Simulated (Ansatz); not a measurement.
# AlH4NO: the cost of one run

Computed with Ansatz 0.2.0, Gaussian basis. Level: BHLYP-D4/pcseg-2.

## 1. Starting geometry

The start, a first-order saddle point found at PBE0-D4 in triple zeta: 7 atoms, charge 0, spin multiplicity 1.

Atoms are counted from 1 here; the program's logs count them from 0.

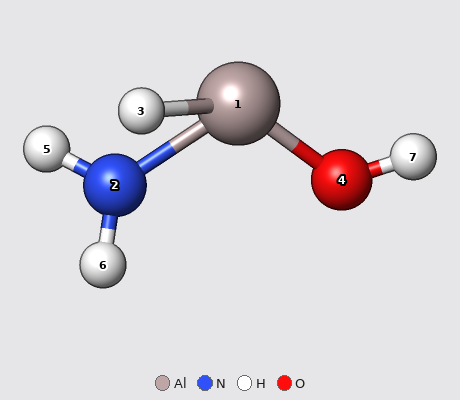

Start geometry, drawn with aluminium light grey, nitrogen blue, hydrogen white, oxygen red; atoms are numbered from 1 in the order of the file.

Geometry (Å):

```
Al   -0.7170    0.5501    0.1269
N     0.4196   -0.9008    0.4990
H     0.2407    0.1993    1.4968
O    -0.4542    1.0970   -1.4702
H     0.0476   -1.6330    1.0960
H     1.2856   -1.2238    0.0619
H    -0.8221    1.9114   -1.8101
```

## 2. The run

Contents of md/in.yaml:

```yaml
crystal:
  periodic: [false, false, false]
  atoms:
    - {symbol: Al, position_ang: [-0.716960, 0.550083, 0.126884]}
    - {symbol: N, position_ang: [0.419639, -0.900806, 0.498968]}
    - {symbol: H, position_ang: [0.240704, 0.199280, 1.496787]}
    - {symbol: O, position_ang: [-0.454197, 1.097009, -1.470231]}
    - {symbol: H, position_ang: [0.047574, -1.633049, 1.095956]}
    - {symbol: H, position_ang: [1.285578, -1.223787, 0.061872]}
    - {symbol: H, position_ang: [-0.822139, 1.911371, -1.810136]}
basis:
  gaussian: {orbitals: pcseg-2}
hamiltonian: {xc: {name: BHLYP}, dispersion: d4}
md: {n_steps: 30, timestep: 1.0, temperature: 300, ensemble: nvt_nose_hoover, seed: 325, initial_velocities: maxwell_boltzmann}
```

Started as:

```console
> ansatz run in.yaml --threads 2 --pin off --events-out ev --progress --plain --max-ram 4352MiB
```

**Question.** How long does this run take on 2 threads of Arm Neoverse V2, shared host?

About 66 s.
